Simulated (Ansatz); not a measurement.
# C₂H₁₁BOSi: basis-set convergence

How large a basis does C₂H₁₁BOSi need? Two functionals are run in growing sets.

Method: one geometry, several basis sets; program: Ansatz 0.2.0, Gaussian basis.

Plan: PBE0-D4/def2-SVP; ωB97M-V/def2-SVP; PBE0-D4/def2-QZVPP; ωB97M-V/def2-QZVPP; the functionals' def2-TZVPP values are taken from earlier runs.

### 1 The geometry

The geometry comes from an earlier relaxation with PBE0-D4 in a triple-zeta def2 set; it is a stationary point, not always the lowest conformer.

SMILES `C[BH-](C)[OH+][SiH3]`, 16 atoms, charge 0, spin multiplicity 1.

Atoms are counted from 1 here; the program's logs count them from 0.

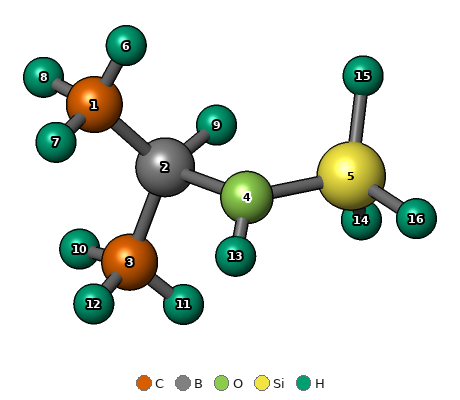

The structure; carbon orange, boron grey, oxygen green, silicon yellow, hydrogen teal; atoms are numbered from 1 in the order of the file.

### 2 PBE0-D4 in def2-SVP

in.yaml reads:

```yaml
crystal:
  periodic: [false, false, false]
  atoms:
    - {symbol: C, position_ang: [1.330555, 1.427531, 0.203103]}
    - {symbol: B, position_ang: [0.576552, 0.031151, 0.118914]}
    - {symbol: C, position_ang: [1.017789, -0.996568, -1.018486]}
    - {symbol: O, position_ang: [-1.057087, 0.407226, -0.246546]}
    - {symbol: Si, position_ang: [-2.046754, -0.427449, 0.849202]}
    - {symbol: H, position_ang: [0.879383, 2.121326, 0.918869]}
    - {symbol: H, position_ang: [1.385721, 1.936891, -0.766595]}
    - {symbol: H, position_ang: [2.364334, 1.266542, 0.528701]}
    - {symbol: H, position_ang: [0.362900, -0.494139, 1.209816]}
    - {symbol: H, position_ang: [2.040148, -1.338513, -0.826398]}
    - {symbol: H, position_ang: [0.396716, -1.897967, -1.072484]}
    - {symbol: H, position_ang: [1.036437, -0.538930, -2.017001]}
    - {symbol: H, position_ang: [-1.255006, 0.352655, -1.186267]}
    - {symbol: H, position_ang: [-1.733224, -1.870877, 0.873669]}
    - {symbol: H, position_ang: [-1.900051, 0.228097, 2.160219]}
    - {symbol: H, position_ang: [-3.421314, -0.229474, 0.315584]}
basis:
  gaussian: {orbitals: def2-SVP}
hamiltonian: {xc: pbe0, dispersion: d4}
output: {orbitals: {seedname: orbitals}}
```

Launch:

```bash
ansatz run in.yaml --threads 4 --pin off --events-out ev --progress --plain --max-ram 11315MiB
```

Log:

```text
Functional definition: PBE0
  name "PBE0"
  cite "Adamo & Barone, J. Chem. Phys. 110, 6158 (1999) doi:10.1063/1.478522"
  cite "Perdew, Burke & Ernzerhof, Phys. Rev. Lett. 77, 3865 (1996) doi:10.1103/PhysRevLett.77.3865"
  parent pbe
  parameter a = 0.25
  parameter kappa = 0.804
  parameter beta = 0.06672455060314922
  exchange = (1 - a)*pbe_x(kappa = kappa, mu = beta*pi^2/3) + a*exact_x
  correlation = pbe_c(beta = beta)
1447 factors; their error is unknown
mean field evaluation 1: about -12830.2623 eV, gradient 6.4e1 eV
mean field evaluation 2: about -12825.9113 eV, gradient 7.6e1 eV
mean field evaluation 4: about -12839.7121 eV, gradient 3.6e0 eV
mean field evaluation 8: about -12839.7363 eV, gradient 2.6e-2 eV
mean field evaluation 16: about -12839.7804 eV, gradient 6.8e-5 eV
mean field -12839.78037682 eV, -471.8532257322 hartree, gradient 6.8e-5 eV, S^2 0.000000; 0 other end points of the search recorded, 0 dependent functions left out
reference -12839.78040649 eV, -471.8532268226 hartree; 25, 25 occupied and 104, 104 virtual orbitals, 1447 factors
Total energy: -12840.05513207 eV, -471.8633228018 hartree
```

Run time: 1.6 s. Hardware: 4 threads of Arm Neoverse V1, shared host; peak memory 0.3 GiB.

### 3 ωB97M-V in def2-SVP

Edit in.yaml of step 2 so:

```diff
@@ -21,3 +21,3 @@
   gaussian: {orbitals: def2-SVP}
-hamiltonian: {xc: pbe0, dispersion: d4}
+hamiltonian: {xc: {name: wB97M-V}}
 output: {orbitals: {seedname: orbitals}}
```

Same command.

Log (excerpt; [...] marks lines left out):

```text
Functional definition: wB97M-V
  name "wB97M-V"
  cite "Mardirossian & Head-Gordon, J. Chem. Phys. 144, 214110 (2016) doi:10.1063/1.4952647"
  cite "Becke, J. Chem. Phys. 107, 8554 (1997) doi:10.1063/1.475007"
  cite "Vydrov & Van Voorhis, J. Chem. Phys. 133, 244103 (2010) doi:10.1063/1.3521275"
  # Of w^i u^j: cxij and so on, Table III.
[...]
  gx(w, u) = 1 - cx + cx01*u + cx10*w
  gss(w, u) = css00 + css04*u^4 + css10*w + css20*w^2 + css43*w^4*u^3
  gos(w, u) = cos00 + cos10*w + (cos20 + cos21*u)*w^2 + (cos60 + cos61*u)*w^6
[...]
      + integral(e_c_pw_mod_opposite_spin*gos(b97_w_opposite, b97_u_opposite)) + vv10(b, c)
1447 factors; their error is unknown
419 factors; integrals over basis functions are off by at most 7.9e-6 eV
[...]
mean field -12845.52178842 eV, -472.0642187170 hartree, gradient 3.3e-5 eV, S^2 0.000000; 0 other end points of the search recorded, 0 dependent functions left out
reference -12845.52183770 eV, -472.0642205279 hartree; 25, 25 occupied and 104, 104 virtual orbitals, 1447 factors
Total energy: -12845.52183770 eV, -472.0642205279 hartree
```

It took 6.5 s on 4 threads of Arm Neoverse V1, shared host; peak memory 0.43 GiB.

### 4 PBE0-D4 in def2-QZVPP

Edit in.yaml of step 3 so:

```diff
@@ -20,4 +20,4 @@
 basis:
-  gaussian: {orbitals: def2-SVP}
-hamiltonian: {xc: {name: wB97M-V}}
+  gaussian: {orbitals: "def2-QZVPP.json"}
+hamiltonian: {xc: pbe0, dispersion: d4}
 output: {orbitals: {seedname: orbitals}}
```

Same command.

Log:

```text
Functional definition: PBE0
  name "PBE0"
  cite "Adamo & Barone, J. Chem. Phys. 110, 6158 (1999) doi:10.1063/1.478522"
  cite "Perdew, Burke & Ernzerhof, Phys. Rev. Lett. 77, 3865 (1996) doi:10.1103/PhysRevLett.77.3865"
  parent pbe
  parameter a = 0.25
  parameter kappa = 0.804
  parameter beta = 0.06672455060314922
  exchange = (1 - a)*pbe_x(kappa = kappa, mu = beta*pi^2/3) + a*exact_x
  correlation = pbe_c(beta = beta)
1804 factors; their error is unknown
mean field evaluation 1: about -12835.2798 eV, gradient 8.0e1 eV
mean field evaluation 2: about -12823.9229 eV, gradient 1.0e2 eV
mean field evaluation 4: about -12848.7963 eV, gradient 6.8e0 eV
mean field evaluation 8: about -12848.8794 eV, gradient 5.3e-2 eV
mean field evaluation 16: about -12848.8816 eV, gradient 2.2e-5 eV
mean field -12848.88160669 eV, -472.1876897611 hartree, gradient 2.2e-5 eV, S^2 0.000000; 0 other end points of the search recorded, 0 dependent functions left out
reference -12848.88165427 eV, -472.1876915096 hartree; 25, 25 occupied and 603, 603 virtual orbitals, 1804 factors
Total energy: -12849.15637986 eV, -472.1977874888 hartree
```

Run time: 14 s. Hardware: 4 threads of Arm Neoverse V1, shared host; peak memory 2.8 GiB.

### 5 ωB97M-V in def2-QZVPP

Edit in.yaml of step 4 so:

```diff
@@ -21,3 +21,3 @@
   gaussian: {orbitals: "def2-QZVPP.json"}
-hamiltonian: {xc: pbe0, dispersion: d4}
+hamiltonian: {xc: {name: wB97M-V}}
 output: {orbitals: {seedname: orbitals}}
```

Launched as before.

Log (excerpt; [...] marks lines left out):

```text
Functional definition: wB97M-V
  name "wB97M-V"
  cite "Mardirossian & Head-Gordon, J. Chem. Phys. 144, 214110 (2016) doi:10.1063/1.4952647"
  cite "Becke, J. Chem. Phys. 107, 8554 (1997) doi:10.1063/1.475007"
  cite "Vydrov & Van Voorhis, J. Chem. Phys. 133, 244103 (2010) doi:10.1063/1.3521275"
  # Of w^i u^j: cxij and so on, Table III.
[...]
  gx(w, u) = 1 - cx + cx01*u + cx10*w
  gss(w, u) = css00 + css04*u^4 + css10*w + css20*w^2 + css43*w^4*u^3
  gos(w, u) = cos00 + cos10*w + (cos20 + cos21*u)*w^2 + (cos60 + cos61*u)*w^6
[...]
      + integral(e_c_pw_mod_opposite_spin*gos(b97_w_opposite, b97_u_opposite)) + vv10(b, c)
1784 factors; their error is unknown
531 factors; integrals over basis functions are off by at most 8.0e-6 eV
[...]
mean field -12854.92475495 eV, -472.4097713634 hartree, gradient 2.1e-5 eV, S^2 0.000000; 0 other end points of the search recorded, 0 dependent functions left out
reference -12854.92483290 eV, -472.4097742282 hartree; 25, 25 occupied and 603, 603 virtual orbitals, 1784 factors
Total energy: -12854.92483290 eV, -472.4097742282 hartree
```

It took 31 s on 4 threads of Arm Neoverse V1, shared host; peak memory 3.2 GiB.

### 6 Density functionals: the series

The def2-TZVPP values come from earlier runs at the same geometry.

| functional | basis | functions | energy (eV) | from the largest (eV) | HOMO (eV) | LUMO (eV) |
| --- | --- | --- | --- | --- | --- | --- |
| PBE0-D4 | def2-SVP | 129 | -12840.0551 | 9.101 | -7.70 | -0.06 |
| PBE0-D4 | def2-TZVPP | 320 | -12848.5848 | 0.572 | -7.82 | -0.49 |
| PBE0-D4 | def2-QZVPP | 628 | -12849.1564 | 0.000 | -7.83 | -0.65 |
| ωB97M-V | def2-SVP | 129 | -12845.5218 | 9.403 | -9.96 | 1.79 |
| ωB97M-V | def2-TZVPP | 320 | -12854.3877 | 0.537 | -10.11 | 1.14 |
| ωB97M-V | def2-QZVPP | 628 | -12854.9248 | 0.000 | -10.12 | 0.75 |

### 7 Results

| quantity | value |
| --- | --- |
| PBE0-D4: double and triple zeta above quadruple | 9.10, 0.57 eV |
| ωB97M-V: double and triple zeta above quadruple | 9.40, 0.54 eV |

What this shows: PBE0-D4 gains 8.53 eV from double to triple zeta, then 0.57 eV more. These are total energies; as a rule much of such shifts cancels in differences, which this series doesn't test. The LUMO of ωB97M-V is positive and keeps falling with the basis (1.79 to 0.75 eV): an unbound level that the basis holds in place.

For PBE0-D4 the largest set took about 9 times as long as the smallest (14 s against 1.6 s).
